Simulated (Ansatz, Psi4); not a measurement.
## SiCl: a line through the functionals

SiCl: 2 atoms, total charge 0, spin state doublet. SMILES: `[Si]Cl`. Geometry: relaxed at PBE0-D4/def2-TZVP.

The electronic atomisation energy y, in eV, basis aug-cc-pVTZ; a is the functional's share of exact exchange. Programs: Ansatz 0.2.0, Psi4 1.11.

| functional | program | a | y (eV) |
| --- | --- | --- | --- |
| UBLYP | Psi4 | 0 | 4.33 |
| U-r2SCAN | Psi4 | 0 | 4.46 |
| UTPSSh | Psi4 | 0.1 | 4.40 |
| UB3LYP | Psi4 | 0.2 | 4.30 |
| UPBE0 | Psi4 | 0.25 | ? |
| U-r2SCAN0 | Ansatz | 0.25 | 4.32 |
| UBHLYP | Psi4 | 0.5 | 4.13 |

**Question.** Fit y = c + s·a to the known rows and predict UPBE0.

**Answer.** 
1. Means of the 6 rows: a = 0.1750, y = 4.323.
2. Σ(Δa)² = 0.17875, Σ(Δa·Δy) = -0.0945, so the slope is -0.0945/0.17875 = -0.52867.
3. Intercept: 4.323 − (-0.52867) × 0.1750 = 4.416. The largest residual of the fit is 0.086.
4. UPBE0: 4.416 + (-0.52867) × 0.25 = 4.28 eV.

The run gave 4.41 eV, so the prediction is off by -0.13 eV, about the largest residual. The rows mix families of semi-local functionals, which the line can't see.

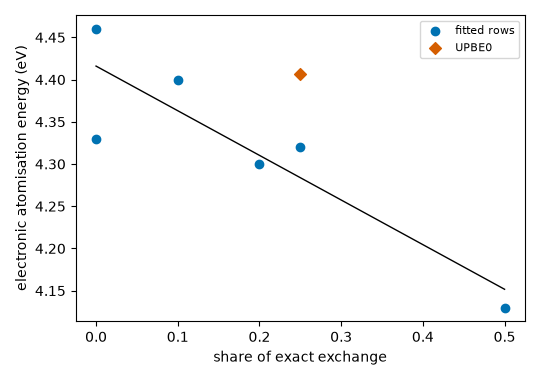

The fitted line, with the withheld row.
